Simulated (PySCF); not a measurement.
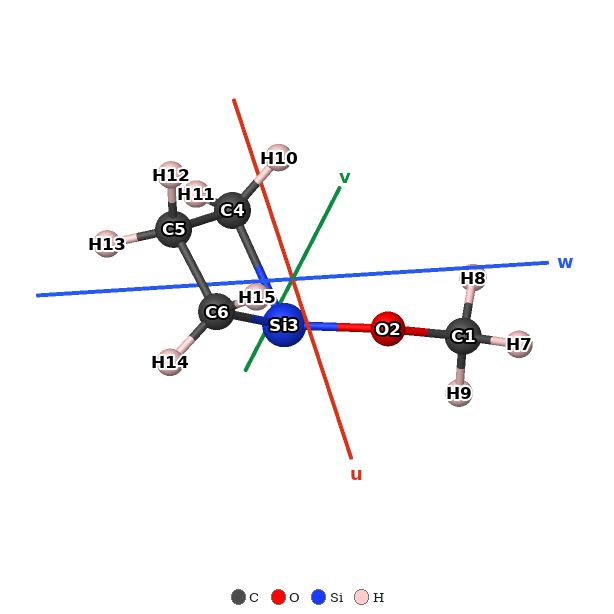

The lines u, v and w are the principal axes of the g tensor. State: neutral, doublet. The geometry was computed by an optimisation with GFN2-xTB. No frequency run is at hand to confirm it as a minimum. Properties computed with UKS B3LYP, pcH-1 on C H O Si, non-relativistic, mean-field spin-orbit, GIAO (PySCF 2.14.0).

### Along which axis does g lie farthest from the free-electron value?

Along w: the shift is 836 ppm.

Give the principal values and shifts.

```json
{"axis": "u", "g": "2.00205", "shift (ppm)": "−271"}
{"axis": "v", "g": "2.00238", "shift (ppm)": "63"}
{"axis": "w", "g": "2.00316", "shift (ppm)": "836"}
```

The geometry is semi-empirical. Around Si such bond lengths and angles can be off by a tenth of an ångström or more and by several degrees, and values that hang on the shape move with them.
